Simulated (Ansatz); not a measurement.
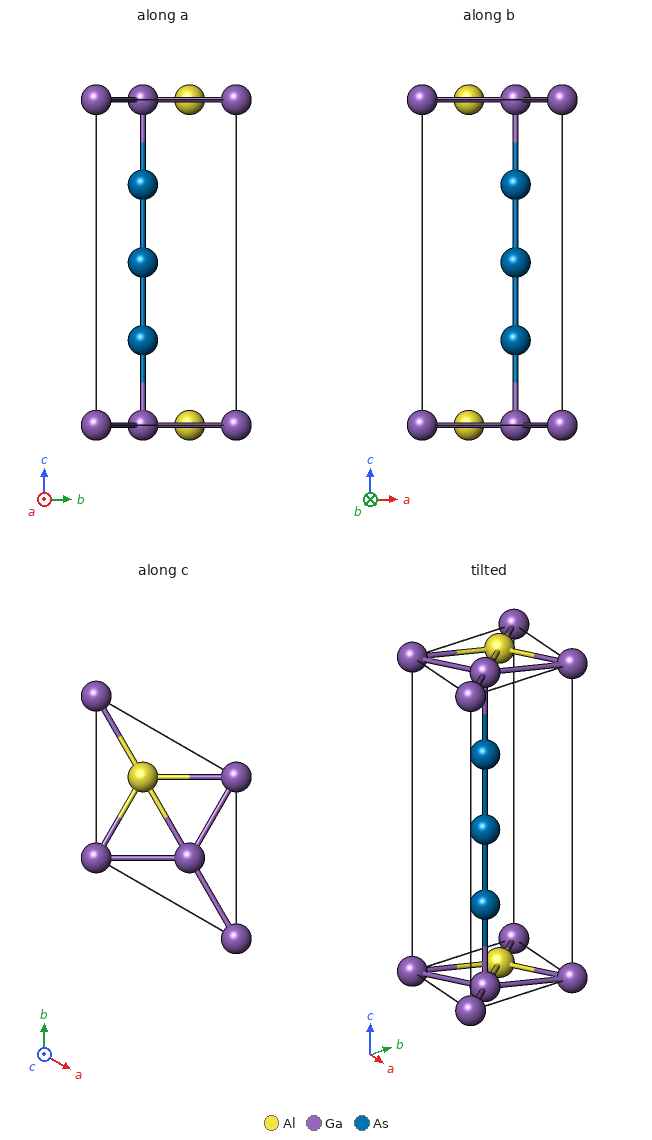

View along the a axis, along the b axis, along the c axis and slightly off an axis, drawn as a ball-and-stick model. The frame is the conventional unit cell; atoms at its boundary are shown with their periodic copies.

Lattice parameters: a = 4.786 Å, b = 4.786 Å, c = 9.631 Å, α = 90.00°, β = 90.00°, γ = 120.00°. Put a along x and b in the xy plane.

Question: Reconstruct the structure as a POSCAR file, with free fractional coordinates to two decimals.

Answer:
```
Al Ga As
1.0
     4.786    0.000    0.000
    -2.393    4.145    0.000
     0.000    0.000    9.631
Al Ga As
1 2 3
Direct
  0.3333 0.6667 0.00
  0.6667 0.3333 0.00
  0.00 0.00 0.00
  0.6667 0.3333 0.26
  0.6667 0.3333 0.74
  0.6667 0.3333 0.50
```

The structure was taken from a random cell made by a generator, so it need not be a real form of the compound. Earlier steps of the study may have refined or changed the cell and positions. It went into a calculation with Ansatz.
